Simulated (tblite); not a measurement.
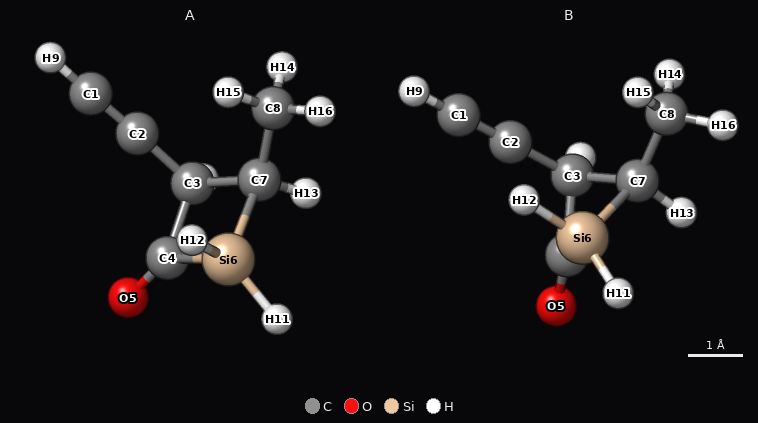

Two geometries of C$_{6}$H$_{8}$OSi, drawn at one scale. One is the start of a relaxation, the other its converged end. The picture is a ball-and-stick view, seen at a tilt.

Method: tblite, GFN2-xTB geometry optimisation, gas phase. 

Question: Which geometry has the lower energy?

Answer: Structure A is the relaxed one. After 93 geometry steps the energy has fallen by 119.1 kJ/mol. An H atom moves most after the best rigid fit: 1.30 Å. By element the largest moves are H 1.30 Å, O 1.02 Å, C 0.65 Å, Si 0.62 Å. Near-neighbour distances that change, for instance: C–Si 2.623 → 3.341 Å, C–Si 1.854 → 1.928 Å, C–C 1.513 → 1.557 Å, C–H 1.130 → 1.088 Å. Among the angles between lasting bonds that change: C–C–C 85.2° → 97.5°, C–Si–C 67.2° → 74.1°, C–C–O 135.3° → 128.5°. Groups turn about C–C by about 30°, C–C by about 30°, C–Si by about 25°.
